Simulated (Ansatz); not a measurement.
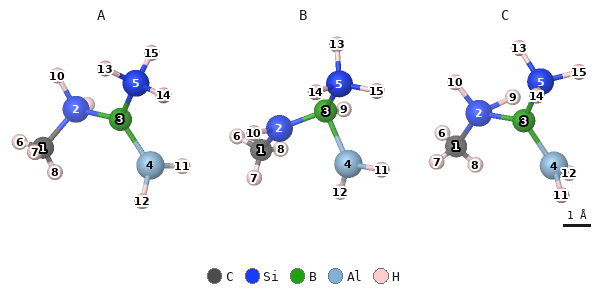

3 geometries from a converged minimum-energy path of CH10AlBSi2, shuffled. A ball-and-stick model, seen at a tilt.

Computed with Ansatz, RKS PBE0-D4/6-31G. Settings: 5 movable images; climbing image; force threshold 0.03 eV/Å; iteration limit 36; starting path through a guess of the saddle point.

**Which of them lies highest in energy?**

C. In order along the path, whose images run from 0 to 6: A (image 1, +0.01 eV), C (image 3, +0.20 eV), B (image 6, −0.64 eV). A hydrogen atom shifts from one atom to another. Breaking: Si2–H9 (1.51 → 1.60 at the top → 2.65 Å). Forming: B3–H9 (2.99 → 1.90 at the top → 1.23 Å).

Cost: 11 min on 1 thread of Arm Neoverse V2, with other jobs on the host, peak memory 0.23 GiB.
